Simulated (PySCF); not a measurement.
**C$_{3}$H$_{11}$PSi: geometry relaxation**

System: C$_{3}$H$_{11}$PSi (Me3SiPH2 (trimethylsilylphosphine)), SMILES C[Si](C)(C)P.
Method: PBE0-D3(BJ)/def2-TZVP geometry optimisation, gas phase (PySCF 2.14.0).

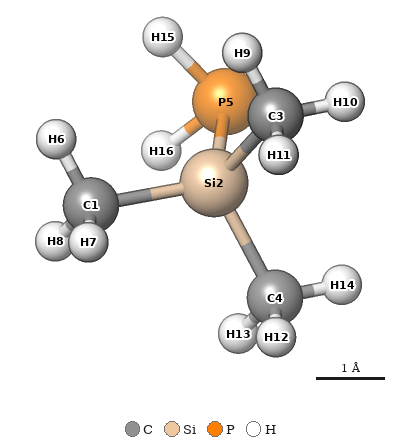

Fig. 1: The input geometry (ball-and-stick view, seen at a tilt; atoms are numbered from 1 in the order of the input). Bond lengths as drawn: C–H 1.06 to 1.12 Å, C–Si 1.91 to 1.94 Å, H–P 1.36 to 1.39 Å and P–Si 2.27 Å.

Results in brief:

```csv
quantity,value
outcome,converged
total energy,−751.500192 hartree
dipole moment,1.53 D
point group,Cs
hardware,"1 CPU thread, shared host"
wall time,6.2 min
peak memory,1.1 GiB
```

Input file:
```
{"job": {"xc": "PBE0", "basis": "def2-TZVP", "d3": "d3bj", "grid": 2, "shake": 0.01, "kind": "geom"}, "charge": 0, "multiplicity": 1}
C     -0.795230    -1.034970     1.248810
Si     0.004460     0.044550    -0.124470
C      0.027260     1.876660     0.413550
C      1.817520    -0.575730    -0.451060
P     -1.099850    -0.047090    -2.110590
H     -1.838780    -0.678060     1.428400
H     -0.261150    -0.940560     2.181250
H     -0.837990    -2.052290     0.957620
H     -0.952520     2.254050     0.657590
H      0.464610     2.502480    -0.349390
H      0.641830     2.009130     1.323550
H      2.410660    -0.481260     0.444560
H      1.761310    -1.612370    -0.754440
H      2.236170    -0.005290    -1.237610
H     -2.351870     0.140530    -1.539200
H     -1.245470    -1.402160    -2.077820
```

The first line tells a small driver script what to run in PySCF; the rest is the geometry in Å.

Launch command:
```bash
OMP_NUM_THREADS=1 python <driver script> task.json out
```

What the program printed:
```
step   0  E = -751.49258772  max force = 0.038526
step   1  E = -751.49941223  max force = 0.004675
step   2  E = -751.49985789  max force = 0.002210
step   3  E = -751.50003824  max force = 0.001105
step   4  E = -751.50010061  max force = 0.001062
step   5  E = -751.50013008  max force = 0.000535
step   6  E = -751.50014646  max force = 0.000439
step   7  E = -751.50016451  max force = 0.000640
step   8  E = -751.50017979  max force = 0.000711
step   9  E = -751.50018894  max force = 0.000485
step  10  E = -751.50019178  max force = 0.000160
optimisation converged
```

Trajectory as extended XYZ (Å, eV, eV/Å), 7 of the 11 frames kept, from step=0 to step=10:
```
16
Properties=species:S:1:pos:R:3:forces:R:3 step=0 energy=-20449.15490
C    -0.7952   -1.0350    1.2488   -0.7441   1.8494  -0.5483
Si    0.0045    0.0445   -0.1245    0.6606  -0.0839   0.5620
C     0.0273    1.8767    0.4135    0.5660  -0.7887   0.5203
C     1.8175   -0.5757   -0.4511   -1.9811   0.0433   0.6658
P    -1.0998   -0.0471   -2.1106    0.7624   1.1434  -0.1119
H    -1.8388   -0.6781    1.4284    0.6675  -0.2725  -0.1360
H    -0.2611   -0.9406    2.1812    0.3253   0.0136   0.3723
H    -0.8380   -2.0523    0.9576   -0.0232  -1.1445  -0.2895
H    -0.9525    2.2540    0.6576   -0.5177   0.1081  -0.0249
H     0.4646    2.5025   -0.3494    0.1118   0.2322  -0.3822
H     0.6418    2.0091    1.3236   -0.1523  -0.1754  -0.2980
H     2.4107   -0.4813    0.4446    0.2808   0.0046   0.3368
H     1.7613   -1.6124   -0.7544    0.1311  -0.3675  -0.0608
H     2.2362   -0.0053   -1.2376    0.6156   0.6302  -0.8684
H    -2.3519    0.1405   -1.5392   -0.6558   0.2239   0.3043
H    -1.2455   -1.4022   -2.0778   -0.0468  -1.4160  -0.0415
16
Properties=species:S:1:pos:R:3:forces:R:3 step=2 energy=-20449.35273
C    -0.9856   -0.8082    1.2136    0.1137  -0.0425  -0.0260
Si    0.0290    0.0588   -0.1040   -0.0494  -0.0229  -0.0174
C     0.3403    1.8295    0.4218   -0.0427   0.0250  -0.0086
C     1.6591   -0.8101   -0.4234   -0.0524   0.0744  -0.0178
P    -1.0649    0.0644   -2.0925    0.0021  -0.0187   0.0319
H    -1.9640   -0.3336    1.3096   -0.0258  -0.0039   0.0182
H    -0.4886   -0.7652    2.1873    0.0015  -0.0026   0.0007
H    -1.1403   -1.8592    0.9570   -0.0230   0.0155   0.0124
H    -0.5994    2.3337    0.6628    0.0134   0.0127  -0.0074
H     0.8423    2.4065   -0.3579    0.0067  -0.0203  -0.0081
H     0.9688    1.8507    1.3168   -0.0043   0.0023   0.0040
H     2.2934   -0.8020    0.4664    0.0062  -0.0148   0.0114
H     1.5098   -1.8468   -0.7320    0.0050  -0.0145   0.0095
H     2.1910   -0.2914   -1.2257    0.0451  -0.0393   0.0189
H    -2.3397    0.3272   -1.5197    0.0096   0.0114  -0.0080
H    -1.2573   -1.3462   -2.0692   -0.0056   0.0382  -0.0138
16
Properties=species:S:1:pos:R:3:forces:R:3 step=3 energy=-20449.35764
C    -0.9671   -0.8226    1.2167    0.0129   0.0132   0.0154
Si    0.0237    0.0588   -0.1070   -0.0325   0.0047  -0.0153
C     0.3290    1.8332    0.4092   -0.0123  -0.0041   0.0174
C     1.6535   -0.8104   -0.4122    0.0416   0.0272  -0.0146
P    -1.0682    0.0831   -2.0951    0.0485   0.0429   0.0095
H    -1.9490   -0.3586    1.3322   -0.0131   0.0130   0.0161
H    -0.4580   -0.7814    2.1842    0.0142   0.0031  -0.0047
H    -1.1235   -1.8720    0.9615    0.0014  -0.0391  -0.0201
H    -0.6082    2.3440    0.6415   -0.0169   0.0145  -0.0052
H     0.8348    2.3975   -0.3767    0.0167  -0.0010  -0.0117
H     0.9554    1.8622    1.3056   -0.0023   0.0075  -0.0011
H     2.2763   -0.8061    0.4864   -0.0156  -0.0048   0.0229
H     1.5023   -1.8485   -0.7131   -0.0123  -0.0425  -0.0009
H     2.2121   -0.3107   -1.2070    0.0128   0.0068  -0.0105
H    -2.3400    0.3597   -1.5269   -0.0219   0.0156   0.0149
H    -1.2791   -1.3202   -2.0882   -0.0213  -0.0568  -0.0122
16
Properties=species:S:1:pos:R:3:forces:R:3 step=5 energy=-20449.36013
C    -0.9487   -0.8374    1.2193   -0.0275   0.0046   0.0092
Si    0.0204    0.0571   -0.1113    0.0092   0.0002   0.0009
C     0.3153    1.8369    0.3951    0.0031  -0.0032   0.0007
C     1.6541   -0.8134   -0.4009    0.0253  -0.0132  -0.0014
P    -1.0700    0.0982   -2.0970    0.0021  -0.0070  -0.0078
H    -1.9311   -0.3809    1.3629    0.0072   0.0041   0.0024
H    -0.4173   -0.8013    2.1752    0.0077  -0.0051  -0.0033
H    -1.1031   -1.8865    0.9570    0.0052  -0.0011  -0.0061
H    -0.6245    2.3529    0.6064   -0.0045  -0.0009  -0.0074
H     0.8326    2.3876   -0.3939    0.0046   0.0033   0.0041
H     0.9313    1.8799    1.2980   -0.0054   0.0019   0.0027
H     2.2552   -0.8113    0.5131   -0.0067   0.0012   0.0003
H     1.4990   -1.8545   -0.6950   -0.0022   0.0040  -0.0026
H     2.2357   -0.3253   -1.1865   -0.0114   0.0099   0.0001
H    -2.3344    0.4070   -1.5257    0.0004   0.0052   0.0031
H    -1.3205   -1.3010   -2.1060   -0.0070  -0.0040   0.0050
16
Properties=species:S:1:pos:R:3:forces:R:3 step=7 energy=-20449.36107
C    -0.9425   -0.8435    1.2195    0.0210  -0.0093  -0.0115
Si    0.0233    0.0521   -0.1138    0.0097  -0.0004   0.0091
C     0.3085    1.8356    0.3867   -0.0004   0.0047  -0.0119
C     1.6615   -0.8144   -0.3977   -0.0329   0.0027   0.0117
P    -1.0700    0.0916   -2.0975   -0.0173  -0.0285  -0.0053
H    -1.9197   -0.3822    1.3797    0.0020  -0.0020  -0.0029
H    -0.3960   -0.8189    2.1673   -0.0066  -0.0056   0.0028
H    -1.1019   -1.8901    0.9481   -0.0110   0.0150   0.0086
H    -0.6375    2.3511    0.5710    0.0061  -0.0026  -0.0020
H     0.8427    2.3816   -0.3946   -0.0012  -0.0028   0.0062
H     0.9034    1.8883    1.3029   -0.0057  -0.0039   0.0053
H     2.2526   -0.8131    0.5227    0.0116  -0.0011  -0.0095
H     1.5097   -1.8549   -0.6962    0.0085   0.0130  -0.0053
H     2.2440   -0.3184   -1.1774    0.0031  -0.0030   0.0033
H    -2.3216    0.4441   -1.5217    0.0091   0.0007  -0.0051
H    -1.3624   -1.3008   -2.0882    0.0039   0.0231   0.0065
16
Properties=species:S:1:pos:R:3:forces:R:3 step=8 energy=-20449.36149
C    -0.9399   -0.8459    1.2194    0.0347  -0.0111  -0.0120
Si    0.0257    0.0488   -0.1147    0.0019   0.0010   0.0078
C     0.3053    1.8339    0.3828   -0.0047   0.0058  -0.0092
C     1.6663   -0.8132   -0.3976   -0.0366   0.0122   0.0095
P    -1.0702    0.0825   -2.0975   -0.0117  -0.0207  -0.0004
H    -1.9130   -0.3790    1.3865   -0.0026  -0.0009  -0.0028
H    -0.3881   -0.8301    2.1644   -0.0093  -0.0024   0.0038
H    -1.1071   -1.8902    0.9439   -0.0135   0.0109   0.0080
H    -0.6439    2.3494    0.5501    0.0065  -0.0002   0.0006
H     0.8513    2.3779   -0.3918   -0.0003  -0.0044   0.0034
H     0.8853    1.8904    1.3083   -0.0031  -0.0045   0.0038
H     2.2564   -0.8134    0.5233    0.0124  -0.0025  -0.0071
H     1.5191   -1.8525   -0.7017    0.0073   0.0064  -0.0046
H     2.2467   -0.3105   -1.1744    0.0087  -0.0059   0.0012
H    -2.3129    0.4638   -1.5211    0.0058  -0.0002  -0.0051
H    -1.3870   -1.3040   -2.0692    0.0045   0.0166   0.0029
16
Properties=species:S:1:pos:R:3:forces:R:3 step=10 energy=-20449.36181
C    -0.9376   -0.8474    1.2201    0.0082  -0.0032   0.0012
Si    0.0273    0.0467   -0.1144   -0.0042   0.0014   0.0002
C     0.3030    1.8326    0.3811   -0.0051   0.0010   0.0012
C     1.6695   -0.8092   -0.3999    0.0000   0.0065  -0.0028
P    -1.0706    0.0703   -2.0969    0.0022   0.0003   0.0025
H    -1.9068   -0.3730    1.3898   -0.0014   0.0017  -0.0002
H    -0.3860   -0.8392    2.1651   -0.0015   0.0010   0.0004
H    -1.1168   -1.8888    0.9429   -0.0024  -0.0006  -0.0006
H    -0.6470    2.3503    0.5354    0.0011   0.0017   0.0000
H     0.8607    2.3739   -0.3866    0.0021  -0.0014  -0.0006
H     0.8701    1.8888    1.3147    0.0009  -0.0011  -0.0001
H     2.2639   -0.8127    0.5183    0.0002  -0.0016   0.0008
H     1.5275   -1.8471   -0.7109   -0.0009  -0.0024  -0.0001
H     2.2479   -0.3011   -1.1750    0.0018  -0.0012  -0.0005
H    -2.3071    0.4748   -1.5238   -0.0013  -0.0001  -0.0007
H    -1.4041   -1.3108   -2.0488    0.0002  -0.0021  -0.0008
```

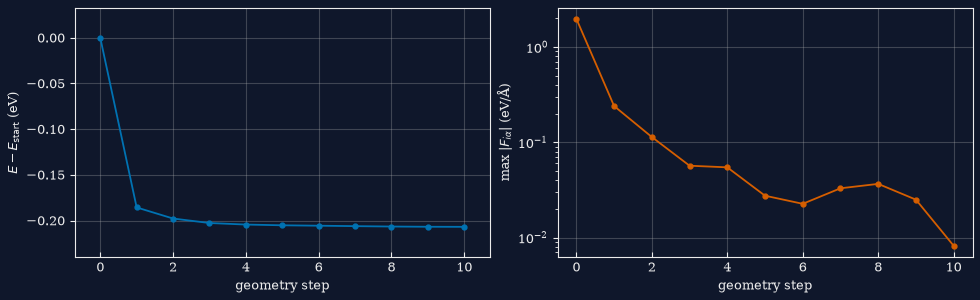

Fig. 2: Progress of the relaxation, step by step (steps are counted from 0).

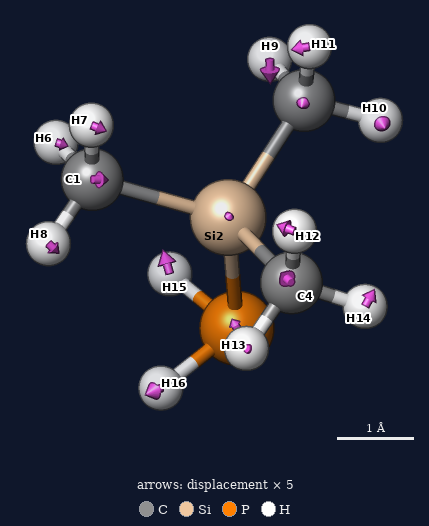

Fig. 3: The starting structure with the displacements as pink arrows, magnified 5 times (ball-and-stick view, seen at a tilt). The two geometries are laid on each other by the best rigid fit. The largest move after the best rigid fit is that of H9, 0.073 Å. Largest moves by element: H 0.073 Å, C 0.062 Å, P 0.031 Å, Si 0.018 Å. Among the contacts that change: Si2–C4 1.944 → 1.874 Å, P5–H16 1.363 → 1.422 Å, C1–Si2 1.921 → 1.874 Å, Si2–C3 1.910 → 1.874 Å. Among the angles that change: Si2–C4–H13 107.7° → 111.3°, H12–C4–H14 110.6° → 108.0°, Si2–C1–H6 108.9° → 111.1°. After 10 geometry steps the energy has fallen by 0.207 eV. Largest force component: 2 eV/Å at the start, 0.0082 eV/Å at the end. (Atoms are counted from 1 in the order of the input.)
